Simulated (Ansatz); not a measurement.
**BF (SMILES [B]F) at HF/3-21G**

What is the energy change on altering one bond length of BF at HF/3-21G? 

Program for the calculation: Ansatz 0.2.0.

39 further runs of the same task are left out: 1 that didn't finish, 38 set aside as unsound or not needed.

## Step 1: The structure to begin with

BF has 2 atoms, charge 0, and is taken as a singlet. SMILES: `[B]F`. The coordinates come from a PBE0-D4/def2-TZVP relaxation.

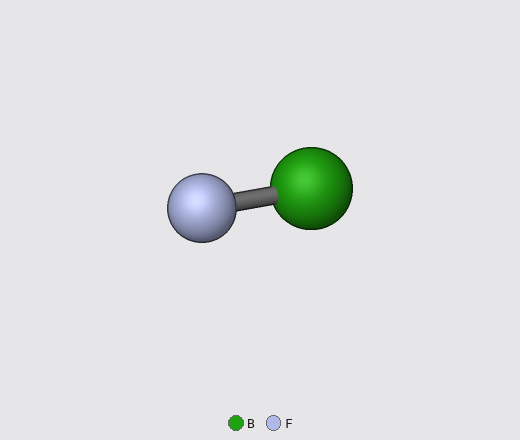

The structure, seen from a chosen angle (boron green, fluorine light blue).

## Step 2: A single-point energy at HF/3-21G

Contents of job.yaml:

```yaml
crystal:
  periodic: [false, false, false]
  atoms:
    - symbol: B
      position_ang: [0.000000, -0.000000, -0.009350]
    - symbol: F
      position_ang: [-0.000000, 0.000000, 1.253740]
basis:
  gaussian: {orbitals: 3-21G.json}
hamiltonian: {xc: hf}
accuracy: high
output: {orbitals: {seedname: orbitals}}
```

The basis set 3-21G is read from a file made from the Basis Set Exchange's data (not shown).

Started as:

```bash
ansatz run job.yaml --threads 1 --pin off --max-ram 3480MiB --events-out events.jsonl --progress --plain --runs-dir runs
```

What it wrote:

```text
Warning: RAYON_NUM_THREADS=1 ignored (pool sized by the plan → 1); use --threads N
Functional definition: HF
  name "HF"
  exchange = exact_x
  correlation = 0
335 factors; integrals over basis functions are off by at most 2.9e-9 eV
mean field evaluation 1: about -3358.0731 eV, gradient 1.8e1 eV
mean field evaluation 2: about -3358.0745 eV, gradient 1.8e1 eV
mean field evaluation 4: about -3358.7477 eV, gradient 9.0e-1 eV
mean field evaluation 8: about -3358.7511 eV, gradient 5.1e-4 eV
mean field -3358.75110997 eV, -123.4318266480 hartree, gradient 3.7e-8 eV, S^2 0.000000; 0 other end points of the search recorded, 0 dependent functions left out
reference -3358.75110997 eV, -123.4318266480 hartree; 7, 7 occupied and 11, 11 virtual orbitals, 335 factors
Total energy: -3358.75110997 eV, -123.4318266480 hartree
```

Wall time 0.08 s (1 thread of Arm Neoverse V1, shared host).

## Step 3: The distorted shape at the same level

Contents of run.yaml:

```yaml
crystal:
  periodic: [false, false, false]
  atoms:
    - symbol: B
      position_ang: [0.000000, -0.000000, -0.198860]
    - symbol: F
      position_ang: [-0.000000, 0.000000, 1.253740]
basis:
  gaussian:
    orbitals: 3-21G.json
output:
  orbitals: {seedname: orbitals}
accuracy: high
hamiltonian:
  xc: hf
```

The basis set 3-21G is read from a file made from the Basis Set Exchange's data (not shown).

Started as:

```bash
ansatz run run.yaml --threads 1 --pin off --max-ram 3480MiB --events-out events.jsonl --progress --plain --runs-dir runs
```

What it wrote:

```text
Warning: RAYON_NUM_THREADS=1 ignored (pool sized by the plan → 1); use --threads N
Functional definition: HF
  name "HF"
  exchange = exact_x
  correlation = 0
332 factors; integrals over basis functions are off by at most 3.4e-9 eV
mean field evaluation 1: about -3357.0894 eV, gradient 2.3e1 eV
mean field evaluation 2: about -3357.0906 eV, gradient 2.3e1 eV
mean field evaluation 4: about -3358.3186 eV, gradient 1.5e0 eV
mean field evaluation 8: about -3358.3296 eV, gradient 1.0e-1 eV
mean field evaluation 16: about -3358.3297 eV, gradient 7.1e-9 eV
mean field -3358.32965202 eV, -123.4163383542 hartree, gradient 7.1e-9 eV, S^2 0.000000; 0 other end points of the search recorded, 0 dependent functions left out
reference -3358.32965202 eV, -123.4163383542 hartree; 7, 7 occupied and 11, 11 virtual orbitals, 332 factors
Total energy: -3358.32965202 eV, -123.4163383542 hartree
```

Run time: 0.08 s. Hardware: 1 thread of Arm Neoverse V1, shared host.

## Step 4: Summary of results

Level: HF/3-21G.

| quantity | value |
| --- | --- |
| first shape: total energy | -123.43183 Eh |
| first shape: HOMO energy | -10.88 eV |
| first shape: LUMO energy | 3.24 eV |
| first shape: HOMO–LUMO gap | 14.12 eV |
| distorted shape: total energy | -123.41634 Eh |
| distorted shape: HOMO energy | -11.44 eV |
| distorted shape: LUMO energy | 2.35 eV |
| distorted shape: HOMO–LUMO gap | 13.79 eV |
| energy change with the B1–F2 bond stretched from 1.263 to 1.453 Å | 0.421 eV |

With the B1–F2 bond stretched from 1.263 to 1.453 Å the energy rises by 0.42 eV (9.7 kcal/mol). The first shape isn't relaxed at this level, so the change isn't measured from a minimum.
